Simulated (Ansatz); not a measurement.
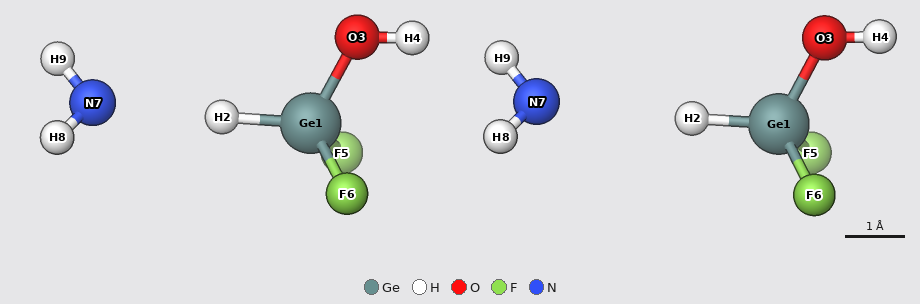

Two geometries of GeNH₄OF₂ (multiplicity 2), drawn at one scale. One is the start of a relaxation, the other its converged end. A ball-and-stick model, seen face on.

Theory: UHF/def2-SVP in Ansatz 0.2.0. Settings: collinear spin; force threshold 0.03 eV/Å; at most 50 steps.

> Which of the two is the end point?

The right one is the relaxed one. The run prepares an end point of a later path (reaction) calculation, from a guessed geometry. The atom that moves furthest after the best rigid fit is H8 (0.29 Å). Largest moves by element: H 0.29 Å, N 0.28 Å, F 0.15 Å, Ge 0.14 Å, O 0.13 Å. Some distances before and after: Ge1–H2 1.532 → 1.501 Å. After 5 accepted moves (6 points after the start) the energy has fallen by 1.29 kcal/mol. Largest force component: 0.77 eV/Å at the start, 0.025 eV/Å at the end. The line search rejected the trial step at point 2 of the run. Cost: 9.8 s on 4 threads of Arm Neoverse V2 (shared host), peak memory 0.32 GiB.

Limits of the set-up: the start holds two separate molecules, 2.3 Å apart at their closest, whose relative position is a soft coordinate and is computed without a dispersion correction; Hartree-Fock leaves out electron correlation.
